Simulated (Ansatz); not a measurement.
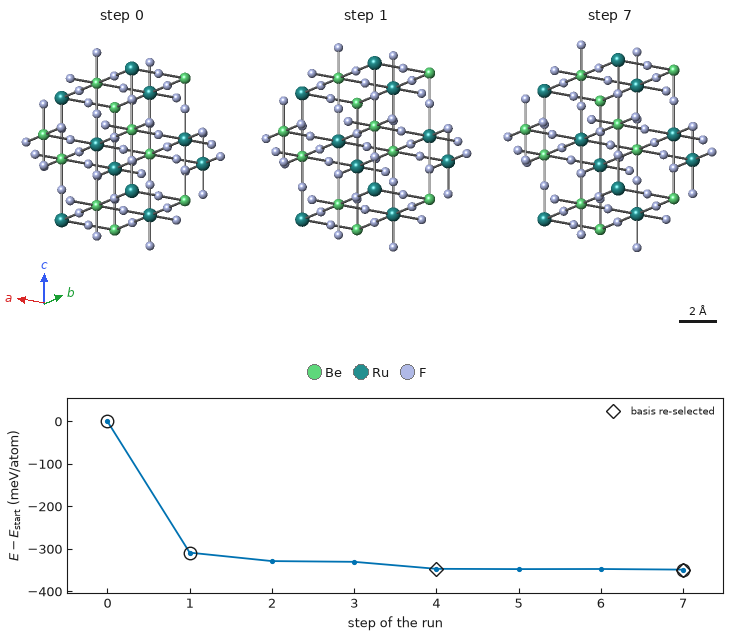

Frames of a relaxation of crystalline BeRuF6 (a generated structure, set up in Fm-3m) (coarse preliminary run), marked on the history of the run. A ball-and-stick model of the atoms within 5.8 Å of the atom that moves most (axes of the conventional cell (4 times the calculation's cell)), seen from a free direction. Lengths and directions refer to the drawn axes.

Computed with DFT PBE, scalar-relativistic, plane waves, PAW (Ansatz).

The input:
```yaml
crystal:
  lattice:
    - [0.0, 3.519, 3.519]
    - [3.519, 0.0, 3.519]
    - [3.519, 3.519, 0.0]
  atoms:
    - { symbol: Be, position: [0.5, 0.5, 0.5] }
    - { symbol: Ru, position: [0.0, 0.0, 0.0], spin: 1.0 }
    - { symbol: F, position: [0.75, 0.25, 0.25] }
    - { symbol: F, position: [0.25, 0.75, 0.75] }
    - { symbol: F, position: [0.25, 0.75, 0.25] }
    - { symbol: F, position: [0.75, 0.25, 0.75] }
    - { symbol: F, position: [0.25, 0.25, 0.75] }
    - { symbol: F, position: [0.75, 0.75, 0.25] }
basis:
  ecutwfc: 420
kpoints:
  mp_grid: { grid: [4, 4, 4] }
hamiltonian:
  xc: pbe
scf:
  occupations: { method: gaussian, width: 0.1 }
  lower_state_search: "off"
output:
  forces: true
  stress: true
  eigenvalues: true
  populations: true
magnetization:
  spin_polarized: true
relax:
  adjacent_minimum: "off"
  f_tol: 0.04
  max_steps: 70
  cell: { stress_tol: 0.4 }
```

Run as
```bash
ansatz run input.yaml --threads 1 --pin off --max-ram 2048MiB --backend cpu --events-out ev --progress --plain --runs-dir out
```

> Describe the path.

The largest moves relative to the cell, 0.086 Å, are those of F3, F4, F5, F6, F7 and F8. F4 goes along −a. Ru and Be stay in place. Cell: a = b = c 7.038 → 7.388 Å (+5.0 %). Volume +15.7 %. Some distances before and after: Ru2–F3 1.759 → 1.933 Å. The space group stays Fm-3m (No. 225). Over 5 accepted moves (7 points after the start) the energy falls by 349 meV per atom. Largest force component: 6.3 eV/Å at the start, 0.0015 eV/Å at the end. Pressure: 41.04 GPa at the start and 0.09 GPa at the end. The SCF was repeated twice at an unchanged geometry on a basis and grid sized afresh for the cell, which shifted the energy by 16.5 meV per atom at most. The run took 27 s on 1 thread of Arm Neoverse V2, with other jobs on the host, peak memory 0.38 GiB. From step 0 to 1: F atoms move most (0.06 Å), volume +10.0 %, energy −309 meV per atom. From step 1 to 7: F atoms move most (0.02 Å), volume +5.2 %, energy −40.0 meV per atom.
